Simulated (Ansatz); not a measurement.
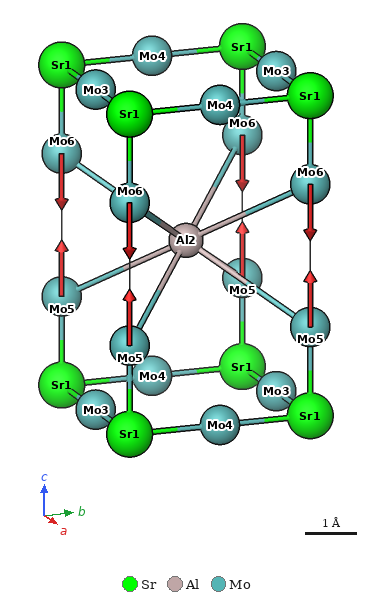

This is a relaxation of crystalline SrAlMo$_{4}$ (built on the RbAlF4 type) (coarse preliminary run). The starting structure is drawn; red arrows show the displacements (the part carried along by the change of the cell is left out), 2 times their true length.

A ball-and-stick model of the cell of the calculation, seen slightly off an axis.

Case: RbAlF4 type (P4/mmm, No. 123).

Level of theory: DFT PBE, scalar-relativistic, plane waves, PAW (Ansatz 0.2.0). Settings: plane-wave cutoff 420 eV; k-point mesh 4 × 4 × 4; occupations gaussian; smearing width 0.1 eV; no spin polarisation; cell and atoms relaxed; force threshold 0.04 eV/Å; at most 70 steps.

Q: Atoms of which element are displaced furthest, and by how much?

A: Molybdenum: up to 0.60 Å, against 0.00 Å for aluminium.

Q: Describe the change and its energy.

A: After 10 accepted moves (13 points after the start) the energy has fallen by 3332 meV per atom. Largest force component: 28 eV/Å at the start, 0.0018 eV/Å at the end. Pressure: 129.04 GPa at the start and −0.12 GPa at the end. The line search rejected the trial step at point 5 of the run. The SCF was repeated twice at an unchanged geometry on a basis and grid sized afresh for the cell, which shifted the energy by 22.9 meV per atom at most. The largest moves relative to the cell, 0.60 Å, are those of Mo5 and Mo6. Mo5 goes along +c. Al and Sr stay in place. The volume changes by +57.9 %, with a = b 3.848 → 4.620 Å (+20.1 %), c 6.632 → 7.265 Å (+9.5 %). Near-neighbour distances that change, for instance: Mo5–Mo6 2.958 → 2.042 Å, Mo3–Mo5 2.660 → 3.486 Å, Sr1–Mo5 1.837 → 2.611 Å, Mo3–Mo4 2.721 → 3.267 Å. New bonds form, among them: Mo5–Mo6 (2.96 → 2.04 Å). The space group stays P4/mmm (No. 123).

Limits of the set-up: the k-point mesh is coarse for a cell with partly filled bands.
